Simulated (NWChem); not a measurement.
# One shape, several levels: doublet CHF3O3S+

Wanted: a comparison of 3 runs (UB3LYP/6-31G*, UM06-2X/6-31G*, UPBE0/6-31G*) of doublet CHF3O3S+. 

The calculation is run with NWChem 7.3.0.

5 further runs of the same task are left out: 4 that didn't finish, 1 set aside as unsound or not needed.

**1. Starting point**

CHF3O3S+: 9 atoms, total charge +1, spin state doublet. As SMILES of the parent species, `O=S(=O)(O)C(F)(F)F`. The shape is that of a PBE0-D4/def2-TZVP optimisation. This is one conformer, not always the lowest. That shape belongs to the parent species and isn't relaxed for this state.

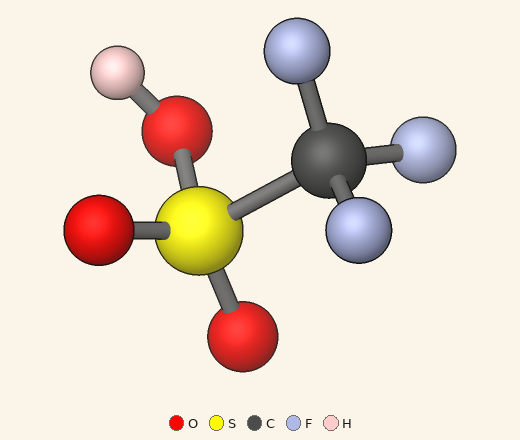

Viewed from a chosen angle; oxygen red, sulfur yellow, carbon dark grey, fluorine light blue, hydrogen pink.

**2. The energy at UB3LYP/6-31G(d) (spherical functions) (run 1)**

File run.py:

```python
from ase import Atoms
from ase.calculators.nwchem import NWChem

mol = Atoms(['O', 'S', 'O', 'O', 'C', 'F', 'F', 'F', 'H'], positions=[
    [1.462890, -0.581870, 0.985740],
    [0.298500, -0.778940, 0.194370],
    [0.144480, -1.837650, -0.729970],
    [-0.972740, -0.777950, 1.128120],
    [0.003130, 0.796730, -0.725230],
    [-0.076560, 1.801740, 0.138180],
    [1.014380, 1.004120, -1.547510],
    [-1.120920, 0.723830, -1.412290],
    [-0.753170, -0.350000, 1.968590],
])

calc = NWChem(
    label='chf3o3s',
    theory='dft',
    memory='2200 mb',
    basis='6-31G*',
    basispar='spherical bse',
    charge=1,
    dft={'xc': 'b3lyp', 'mult': '2', 'grid': 'fine', 'convergence': 'energy 1e-08', 'iterations': '100', 'mulliken': None},
    task='energy',
)
mol.calc = calc

print("Total energy (eV):", round(mol.get_potential_energy(), 6))
```

Launch:

```console
$ export ASE_NWCHEM_COMMAND="nwchem PREFIX.nwi > PREFIX.nwo"
$ python run.py
```

The log of the run:

```text
Total energy (eV): -26164.913857
```

The calculator wrote chf3o3s.nwi:

```
title "chf3o3s"

permanent_dir chf3o3s

scratch_dir chf3o3s

start chf3o3s

geometry units angstrom nocenter noautosym noautoz
  O  1.4628900000000000e+00 -5.8187000000000000e-01 9.8573999999999995e-01
  S  2.9849999999999999e-01 -7.7893999999999997e-01 1.9436999999999999e-01
  O  1.4448000000000000e-01 -1.8376500000000000e+00 -7.2997000000000001e-01
  O  -9.7274000000000005e-01 -7.7795000000000003e-01 1.1281200000000000e+00
  C  3.1300000000000000e-03 7.9673000000000005e-01 -7.2523000000000004e-01
  F  -7.6560000000000003e-02 1.8017399999999999e+00 1.3818000000000000e-01
  F  1.0143800000000001e+00 1.0041199999999999e+00 -1.5475099999999999e+00
  F  -1.1209199999999999e+00 7.2382999999999997e-01 -1.4122900000000000e+00
  H  -7.5317000000000001e-01 -3.4999999999999998e-01 1.9685900000000001e+00
end

charge 1

memory 2200 mb

basis spherical bse noprint
   * library 6-31G*
end

dft
  xc b3lyp
  mult 2
  grid fine
  convergence energy 1e-08
  iterations 100
  mulliken
end

task dft energy
```

chf3o3s.nwo:

```text
Northwest Computational Chemistry Package (NWChem) 7.3.0
             --------------------------------------------------------

           Job information
           ---------------

    nwchem branch   = 7.3.0
    use scalapack   = T
    input           = chf3o3s.nwi
    prefix          = chf3o3s.
    data base       = chf3o3s/chf3o3s.db
    status          = startup
    nproc           =        1

           Memory information
           ------------------

    heap     =     72089600 doubles =      550.0 Mbytes
    stack    =     72089597 doubles =      550.0 Mbytes
    global   =    144179200 doubles =     1100.0 Mbytes (distinct from heap & stack)
    total    =    288358397 doubles =     2200.0 Mbytes
    verify   = yes
    hardfail = no

[... 110 lines left out ...]
  convergence criterion.
[... 17 lines left out ...]
          Convergence on gradient requested:  5.00D-04
[... 28 lines left out ...]
          Convergence aids based upon iterative change in
[... 30 lines left out ...]
 1-e energy   =   -2435.615448
[... 53 lines left out ...]
         Total DFT energy =     -961.542856875302
[... 2 lines left out ...]
    Exchange-Corr. energy =      -88.419118650470
[... 830 lines left out ...]
                     DFT Final Beta Molecular Orbital Analysis
[... 927 lines left out ...]
 center of mass
 --------------
 x =   0.19525346 y =   0.00275866 z =  -0.40293985

 moments of inertia (a.u.)
 ------------------
        1142.075069184180          41.434386534438         -26.836262654442
          41.434386534438         813.597081881492         208.516127511639
         -26.836262654442         208.516127511639        1007.330226309337

     Multipole analysis of the density
     ---------------------------------

     L   x y z        total         alpha         beta         nuclear
     -   - - -        -----         -----         ----         -------
     0   0 0 0      1.000000    -37.000000    -36.000000     74.000000

     1   1 0 0     -0.096977     -7.441256     -6.773392     14.117670
[... 8 lines of this table left out ...]
     2   0 0 2    -27.330074   -139.602913   -136.020131    248.292970

 Task  times  cpu:      145.5s     wall:      145.5s
 Total times  cpu:      145.5s     wall:      145.5s
```

It took 2.5 min on 1 thread of Intel Xeon Platinum 8375C at 2.90GHz (Ice Lake), shared host; peak memory 0.12 GiB.

**3. The energy at UM06-2X/6-31G(d) (spherical functions) (run 2)**

File nw.xyz:

```xyz
9

O      1.462890    -0.581870     0.985740
S      0.298500    -0.778940     0.194370
O      0.144480    -1.837650    -0.729970
O     -0.972740    -0.777950     1.128120
C      0.003130     0.796730    -0.725230
F     -0.076560     1.801740     0.138180
F      1.014380     1.004120    -1.547510
F     -1.120920     0.723830    -1.412290
H     -0.753170    -0.350000     1.968590
```

File nw.nw:

```
echo
start nw
memory total 2200 mb
charge 1
geometry units angstroms noautosym nocenter noautoz
  load nw.xyz
end
basis spherical bse
  * library 6-31G*
end
dft
  xc m06-2x
  mult 2
  grid fine
  convergence energy 1e-08
  maxiter 100
  mulliken
end
task dft energy
```

Launch:

```console
$ nwchem nw.nw > nw.out
```

The log of the run:

```text
[...]
          Wavefunction type:  spin polarized.
          No. of atoms     :     9
          No. of electrons :    73
[...]
          Charge           :     1
          Spin multiplicity:     2
[...]
          AO basis - number of functions:   118
[...]
              XC Information
              --------------
                       M06-2X Method XC Functional
                     Hartree-Fock (Exact) Exchange  0.540
                        M06-2X Exchange Functional  1.000
                      M06-2X Correlation Potential  1.000
[...]
 d= 0,ls=0.0,diis     1   -960.9079712203 -1.53D+03  1.04D-02  9.41D-01     9.1
[...]
 d= 0,ls=0.0,diis    29   -961.3033010733 -4.18D-09  4.67D-07  7.06D-11   240.3
[...]
         Total DFT energy =     -961.303301073290
      One electron energy =    -2447.632767114370
           Coulomb energy =     1002.214721717208
    Exchange-Corr. energy =      -88.150827111059
 Nuclear repulsion energy =      572.265571434932
[...]
      Total Density - Mulliken Population Analysis
     ---------------------------------------------
    Atom       Charge   Shell Charges
 -----------   ------   -------------------------------------------------------
    1 O    8     8.33   2.00  0.96  2.80  0.96  1.57  0.04
    2 S   16    14.65   2.00  2.00  5.97  1.25  2.62 -0.10  0.25  0.65
    3 O    8     8.25   2.00  0.97  2.79  0.95  1.51  0.04
    4 O    8     8.58   2.00  0.92  2.89  0.97  1.76  0.03
    5 C    6     5.18   2.00  0.69  1.76  0.22  0.34  0.17
    6 F    9     9.19   2.00  0.95  3.27  1.03  1.92  0.02
    7 F    9     9.18   2.00  0.95  3.27  1.03  1.91  0.02
    8 F    9     9.18   2.00  0.95  3.27  1.03  1.91  0.02
    9 H    1     0.46   0.43  0.04
[...]
      <S2> =      0.7617 (Exact =     0.7500)
[...]
```

Run time: 4 min. Hardware: 1 thread of Intel Xeon Platinum 8375C at 2.90GHz (Ice Lake), shared host; peak memory 0.12 GiB.

**4. The energy at UPBE0/6-31G(d) (spherical functions) (run 3)**

File job.nw:

```
start job
title "CHF3O3S energy"
memory stack 880 mb heap 220 mb global 1100 mb
charge 1

geometry units angstroms noautosym nocenter noautoz
   O      1.462890    -0.581870     0.985740
   S      0.298500    -0.778940     0.194370
   O      0.144480    -1.837650    -0.729970
   O     -0.972740    -0.777950     1.128120
   C      0.003130     0.796730    -0.725230
   F     -0.076560     1.801740     0.138180
   F      1.014380     1.004120    -1.547510
   F     -1.120920     0.723830    -1.412290
   H     -0.753170    -0.350000     1.968590
end

basis spherical bse
   * library 6-31G*
end

dft
   xc pbe0
   mult 2
   grid fine
   convergence energy 1e-08
   iterations 100
   mulliken
   print medium
end

task dft
```

Launch:

```console
$ nwchem job.nw > job.out
```

The log of the run:

```text
[...]
          Wavefunction type:  spin polarized.
          No. of atoms     :     9
          No. of electrons :    73
[...]
          Charge           :     1
          Spin multiplicity:     2
[...]
          AO basis - number of functions:   118
[...]
              XC Information
              --------------
                         PBE0 Method XC Functional
                     Hartree-Fock (Exact) Exchange  0.250
          PerdewBurkeErnzerhof Exchange Functional  0.750
            Perdew 1991 LDA Correlation Functional  1.000 local
           PerdewBurkeErnz. Correlation Functional  1.000 non-local
[...]
 d= 0,ls=0.0,diis     1   -960.4400309846 -1.53D+03  1.26D-02  1.01D+00     8.8
[...]
 d= 0,ls=0.0,diis    24   -960.8555893631 -8.04D-09  7.39D-07  5.42D-09   165.3
[...]
         Total DFT energy =     -960.855589363077
      One electron energy =    -2448.114842204995
           Coulomb energy =     1002.691630560148
    Exchange-Corr. energy =      -87.697949153162
 Nuclear repulsion energy =      572.265571434931
[...]
      Total Density - Mulliken Population Analysis
     ---------------------------------------------
    Atom       Charge   Shell Charges
 -----------   ------   -------------------------------------------------------
    1 O    8     8.30   2.00  0.96  2.80  0.97  1.54  0.04
    2 S   16    14.67   2.00  1.99  5.97  1.26  2.65 -0.12  0.24  0.67
    3 O    8     8.24   2.00  0.97  2.80  0.95  1.49  0.04
    4 O    8     8.56   2.00  0.93  2.89  0.98  1.74  0.03
    5 C    6     5.23   2.00  0.69  1.79  0.22  0.35  0.18
    6 F    9     9.18   2.00  0.95  3.27  1.04  1.90  0.02
    7 F    9     9.17   2.00  0.95  3.28  1.03  1.89  0.02
    8 F    9     9.17   2.00  0.95  3.28  1.03  1.89  0.02
    9 H    1     0.47   0.43  0.03
[...]
      <S2> =      0.7592 (Exact =     0.7500)
[...]
```

Wall time 2.8 min (1 thread of Intel Xeon Platinum 8375C at 2.90GHz (Ice Lake), shared host); peak memory 0.12 GiB.

**5. Overview of the runs**

```csv
run,level,energy (Eh),HOMO energy (eV),LUMO energy (eV),⟨S²⟩,wall time
1,UB3LYP/6-31G* (spherical functions),-961.542857,-16.60,-14.59,0.757,2.5 min
2,UM06-2X/6-31G* (spherical functions),-961.303301,-18.38,-13.88,0.762,4 min
3,UPBE0/6-31G* (spherical functions),-960.855589,-16.93,-14.46,0.759,2.8 min
```

**6. What came out**

| quantity | value |
| --- | --- |
| run 3: total energy | -960.85559 Eh |
| run 3: HOMO energy (highest over α and β) | -16.93 eV |
| run 3: LUMO energy (lowest over α and β) | -14.46 eV |
| run 3: ⟨S²⟩ | 0.759 |

**Reading.** Totals of different functionals can't be ranked against each other. All runs together took 9.3 min, the longest 4 min.
